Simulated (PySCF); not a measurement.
# C$_{4}$H$_{12}$FPSi: what the fields show

```
atom    x (Å)    y (Å)    z (Å)
   C  -1.1412  -1.6203  -0.3931
   C  -1.2458  -0.2644  -1.0796
   C  -0.3515   0.8176  -0.4722
   C  -0.7908   1.1730   0.9382
   F  -0.0216   2.2115   1.4163
  Si   1.5218   0.3917  -0.4886
   P   2.0019  -0.7674   1.3675
   H  -1.4837  -1.5678   0.6372
   H  -0.1120  -1.9747  -0.3957
   H  -1.7551  -2.3506  -0.9164
   H  -2.2871   0.0722  -1.0492
   H  -0.9705  -0.3778  -2.1305
   H  -0.4813   1.7208  -1.0773
   H  -1.8333   1.5096   0.9794
   H  -0.6431   0.3396   1.6344
   H   1.8054  -0.4614  -1.6494
   H   2.2804   1.6399  -0.6289
   H   2.1364   0.3407   2.1834
   H   3.3615  -0.8229   1.1171
```

Geometry: GFN2-xTB.

Level of theory: PBE0/def2-SVPD, SCF density, gas phase (PySCF).

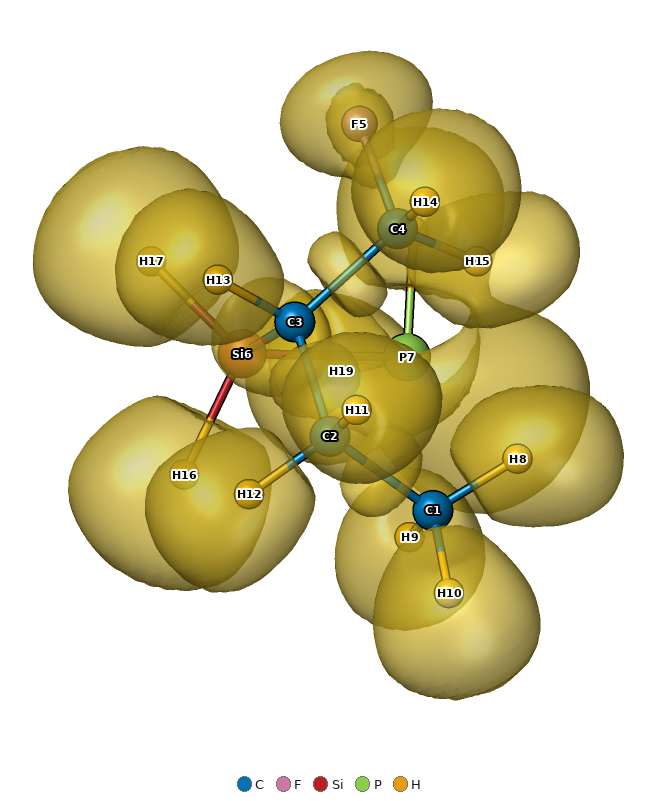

Figure 1. Isosurface of the electron localisation function at 0.75 (yellow), seen at an oblique angle. Only the valence region is drawn (cores and ρ < 0.01 e/Å³ removed).

Q: What do the ELF domains correspond to?

A: The surface consists of three regions between bonded C–C atoms (shared pairs), one region between bonded C–Si atoms (shared pairs), ten regions around hydrogen nuclei, one region on F in which the atom's valence shell and bonds are merged and one joined region spread over several atoms (H, P), in which their bonds and any lone pairs are merged. Profiles from the grid: C–F (1.38 Å): the ELF peaks at about 0.85 between the atoms: a shared but strongly polarised pair. C–C (1.52 Å): the ELF peaks at about 0.95 between the atoms: localised, covalent bonding.

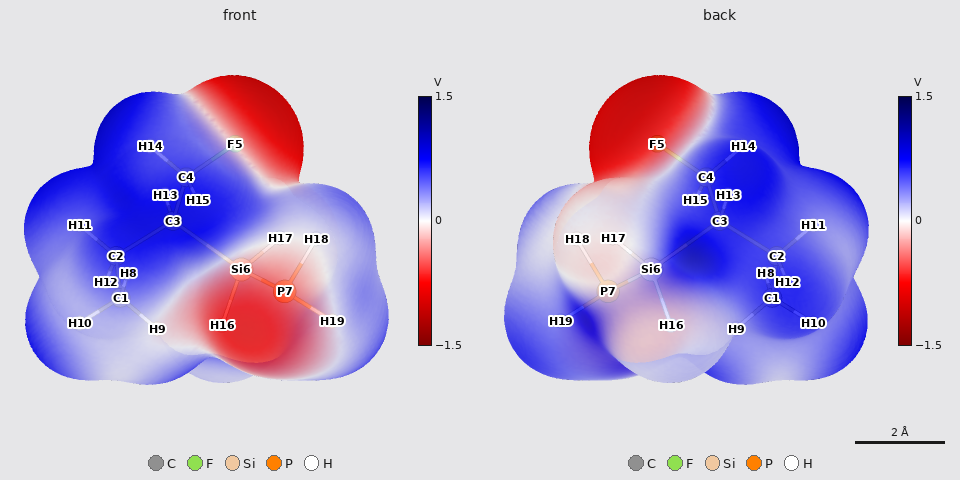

Figure 2. The molecular electrostatic potential painted on the density surface at 0.002 e/bohr³, seen from the front and from behind; the colour scale runs from red (negative) to blue (positive).

Q: Describe the electrostatic potential map.

A: The most negative region (about −1.0 V) lies over F5, the most positive (about +0.9 V) over Si6 and H14.
